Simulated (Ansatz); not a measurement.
# Calculations on Mg₆₃Si₃₂

**1. Relaxation**

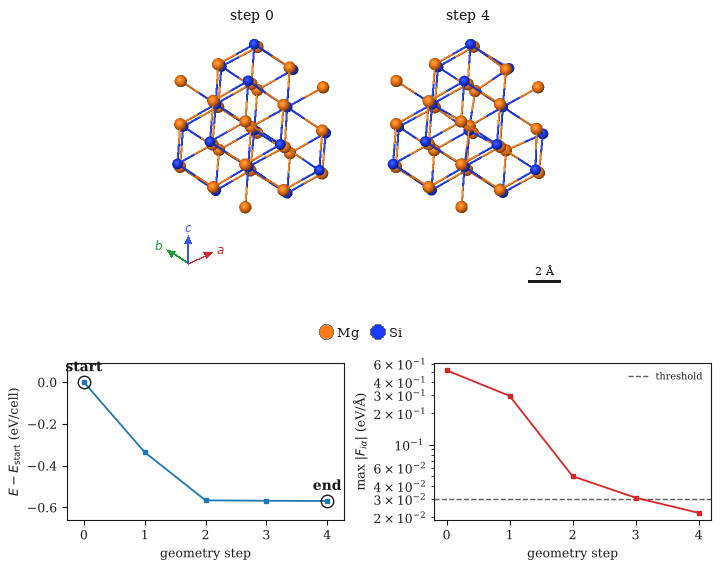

First and last geometry of a relaxation of a defect cell of composition Mg63Si32 (cell charge −1), with the history of the run. The picture is a ball-and-stick view of the atoms within 5.8 Å of the atom that moves most (axes of the cell of the calculation (origin shifted)), seen from a free direction.

Method: DFT, PBEsol, PAW, plane waves in Ansatz 0.2.0. (plane-wave cutoff 420 eV; k-point mesh 1 × 1 × 1; mesh shifted by (0.25, 0.25, 0.25); collinear spin; atoms relaxed in a fixed cell; force threshold 0.03 eV/Å; at most 80 steps)

Question: Did the run converge, and what did it change?

Answer: It converged. Over 4 geometry steps the energy falls by 0.569 eV per cell of the calculation. The largest force component goes from 0.52 to 0.022 eV/Å. The atom that moves furthest is a Mg atom (0.20 Å roughly along +a). By element the largest moves are Mg 0.20 Å, Si 0.11 Å. The cell doesn't change. Some distances before and after: Mg–Si 2.700 → 2.825 Å, Mg–Si 2.727 → 2.822 Å, Mg–Si 2.772 → 2.678 Å, Mg–Si 2.755 → 2.827 Å. Among the angles between lasting bonds that change: Si–Mg–Si 109.8° → 120.6°, Si–Mg–Si 109.6° → 103.3°, Si–Mg–Si 111.4° → 108.4°. Cost: 7.2 s on 1 × NVIDIA GB200 with 8 threads of Arm Neoverse-V2, peak memory 2.2 GiB.

Limits of the set-up: the cell is charged, on a uniform background, and energies carry no finite-size correction.

**2. Relaxation**

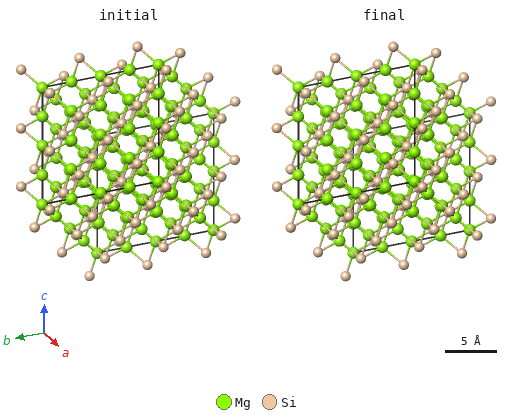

The structure of a defect cell of composition Mg63Si32 before (left) and after (right) a relaxation, at one scale.

A ball-and-stick model of the cell of the calculation (origin shifted), seen from a free direction.

All numbers below come from DFT, PBEsol, PAW, plane waves (Ansatz). Settings: plane-wave cutoff 420 eV; k-point mesh 1 × 1 × 1; mesh shifted by (0.25, 0.25, 0.25); no spin polarisation; atoms relaxed in a fixed cell; force threshold 0.03 eV/Å; at most 80 steps.

Q: Summarise the run.

A: Over 3 geometry steps the energy falls by 0.538 eV per cell of the calculation. Largest force component: 0.48 eV/Å at the start, 0.0093 eV/Å at the end. A Mg atom moves most: 0.19 Å along −b. Largest moves by element: Mg 0.19 Å, Si 0.11 Å. The lattice vectors keep their values. Among the contacts that change: Mg–Si 2.700 → 2.820 Å, Mg–Si 2.801 → 2.689 Å, Mg–Si 2.727 → 2.836 Å, Mg–Si 2.772 → 2.684 Å. Bond angles that change, for instance: Si–Mg–Si 109.8° → 120.6°, Si–Mg–Si 109.4° → 119.9°, Si–Mg–Si 109.8° → 119.8°. Cost: 8.8 s on 1 × NVIDIA GB300 Max-Q with 8 threads of Arm Neoverse-V2, peak memory 2.3 GiB.

**3. Defect**

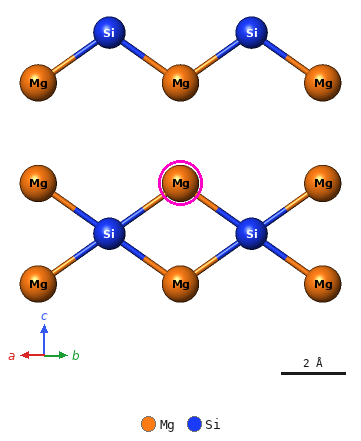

Perfect Mg₂Si. Style: ball-and-stick. Shown: the atoms within 6.0 Å of one point, in a slice 4.2 Å thick across the line of sight, along [110].

Method: DFT, PBEsol, PAW, plane waves (Ansatz 0.2.0). Set-up: plane-wave cutoff 420 eV; k-point mesh 1 × 1 × 1; mesh shifted by (0.25, 0.25, 0.25); no spin polarisation. Fermi-Dirac smearing of 0.01 eV. The axes drawn are those of the host's conventional cell.

A magnesium atom is taken out (a vacancy) at the ringed place, in charge state 0. The supercell has 96 sites, and the atoms are relaxed at the host's cell.

Q: Predict the relaxed surroundings of the defect.

A: Around the empty Mg site the host had 4 Si at 2.74 Å, 6 Mg at 3.16 Å; after relaxation the nearest atoms are 4 Si at 2.83 to 2.85 Å, 6 Mg at 2.96 to 2.99 Å. Of the host's atoms, a magnesium atom moves furthest from its site, by 0.20 Å.

The relaxed defect, seen from the same direction:

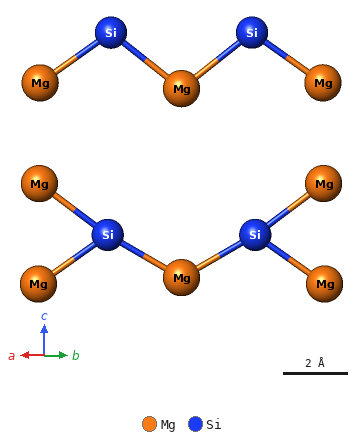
